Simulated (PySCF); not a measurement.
CH₂Cl₂, SMILES `ClCCl`.

Level of theory: PBE0/def2-TZVP (PySCF), at a geometry from GFN2-xTB. No frequency check shows the geometry to be a minimum. A basis without diffuse functions makes polarisabilities too small. GFN2-xTB bond lengths at metals and heavier atoms can be off by up to 0.1 Å and shapes distorted, which carries into these values.

Coordinates in Å:

```
Cl1      1.4619   -0.2195    0.0000
C2      -0.0000    0.7810    0.0000
Cl3     -1.4619   -0.2195    0.0000
H4       0.0000    1.3893    0.9030
H5      -0.0000    1.3893   -0.9030
```

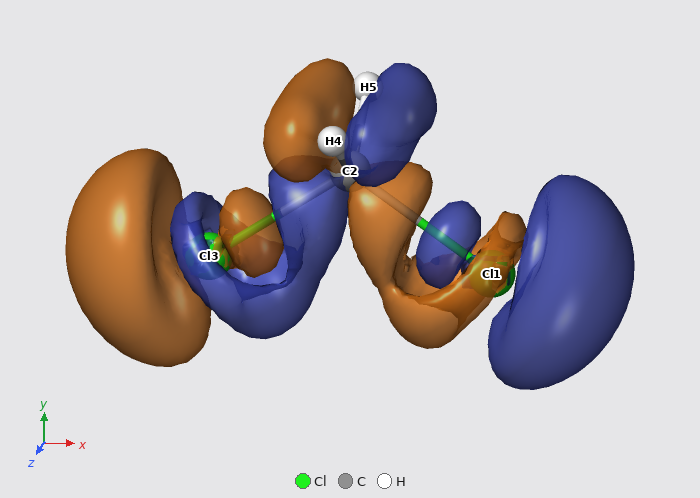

Change of the electron density in a uniform field of 0.21 V/Å, surfaces at ±0.002 e/Å³ (orange: gain, blue: loss).

Along which Cartesian direction does the field point?

Answer. Along +x: electrons gather on the −x side, against the field.

What dipole is induced, and what polarisability does it imply?

Answer. The induced dipole is 0.48 D (along the field); α along this axis, from the fields in both directions, is 48 bohr³ (7.1 Å³).

Which atoms gain and lose the most charge?

Answer. Electrons gather most on Cl3 (Hirshfeld charge changes by −0.019 e) and leave Cl1 most (+0.019 e); 0.041 electrons are displaced in all.

The PySCF run took 18 s on 1 thread of Intel(R) Xeon(R) Platinum 8259CL CPU @ 2.50GHz (Skylake/Cascade Lake), on a shared host, peak memory 0.5 GiB.
